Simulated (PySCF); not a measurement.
System: C5H8OS2.

Input file:

```
{"job": {"kind": "nmr", "xc": "PBE0", "basis": "pcSseg-1"}, "charge": 0, "multiplicity": 1}
C     -2.502985     0.856101     0.400009
S     -1.227811    -0.315065     1.024177
O     -1.716024    -1.660166     0.720035
C      0.013234     0.063410    -0.350335
C      1.064412    -1.034763    -0.348848
C      2.193225    -0.548541     0.506891
C      2.186964     0.748222     0.774035
S      0.826990     1.625190     0.096800
H     -2.861017     0.511104    -0.563744
H     -2.055433     1.841015     0.329263
H     -3.320076     0.866029     1.113807
H     -0.526320     0.165026    -1.288589
H      0.618801    -1.956686     0.036107
H      1.429488    -1.241489    -1.361180
H      2.961987    -1.225421     0.835656
H      2.906967     1.314978     1.331988
```

Command:

```sh
OMP_NUM_THREADS=1 python probes_run.py task.json out
```

Geometry: GFN2-xTB.

Method: PBE0/pcSseg-1, SCF density, gas phase, non-relativistic (PySCF).

**Predict the electron density and electron localisation function between the atoms.**

C–C (1.32 Å): the density is about 2.3 e/Å³ at the midpoint; the ELF peaks at about 0.95 between the atoms; a multiple bond.
C–S (1.75 Å): the density is about 1.4 e/Å³ at the midpoint; the ELF peaks at about 0.90 between the atoms: a covalent bond.
C–H (1.07 Å): the density is about 2.1 e/Å³ at the midpoint; the ELF climbs to about 1 towards the hydrogen, as it does in any bond to H (a covalent bond by its length).
C–C (1.50 Å): the density is about 1.7 e/Å³ at the midpoint; the ELF peaks at about 0.95 between the atoms: localised, covalent bonding.

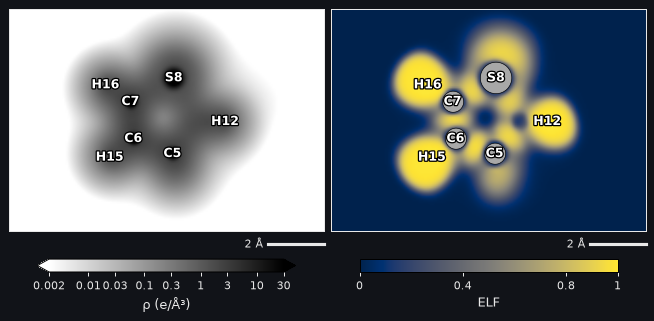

Computed electron density and electron localisation function on the plane of atoms C5, C6 and C7, in this order. Grey discs cover the atomic cores in the ELF map. 
